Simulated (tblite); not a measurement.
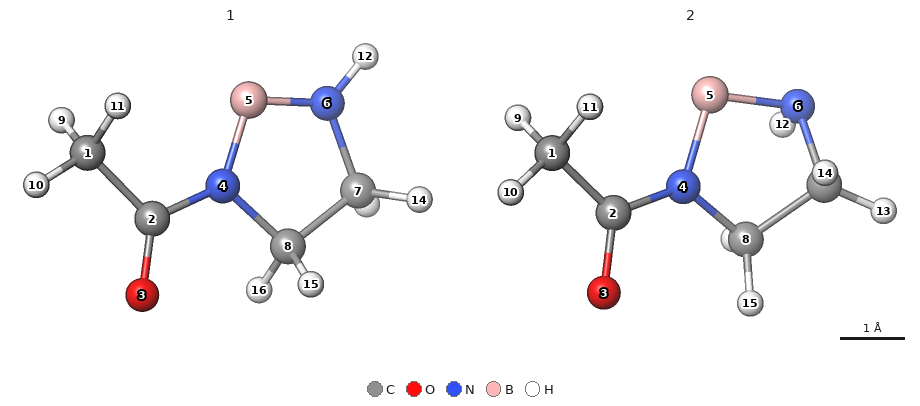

Two geometries of C$_{4}$H$_{8}$BN$_{2}$O (multiplicity 2), drawn at one scale. One is the start of a relaxation, the other its converged end. The picture is a ball-and-stick view, seen at a tilt.

Theory: GFN2-xTB geometry optimisation, gas phase (tblite). 

**Which geometry has the lower energy?**

Structure 1 is the relaxed one. H12 moves most after the best rigid fit: 1.61 Å. By element the largest moves are H 1.61 Å, C 0.52 Å, N 0.40 Å, B 0.30 Å, O 0.05 Å. Among the contacts that change: B5–N6 1.550 → 1.382 Å, N4–B5 1.548 → 1.434 Å, C2–N4 1.421 → 1.359 Å, C2–O3 1.270 → 1.215 Å. Bond angles that change, for instance: B5–N6–H12 104.7° → 130.9°, B5–N6–C7 98.2° → 112.8°, C7–N6–H12 105.5° → 116.3°. Over 92 geometry steps the energy falls by 1.975 eV. The run took 0.39 s on 1 thread of Arm Neoverse V2, with other jobs on the host.
